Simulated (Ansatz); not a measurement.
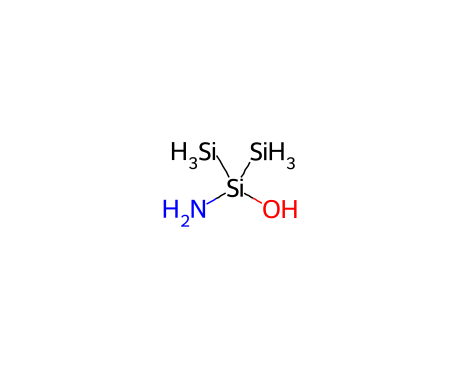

Figure made from data computed with Ansatz.

Skeletal drawing of a molecule.

> Give its SMILES.

N[Si](O)([SiH3])[SiH3]

> Give the formula, hydrogens included.

H9NOSi3.

> An optimisation with PBE0-D4/def2-TZVP gave a structure of which point group?

Cs.
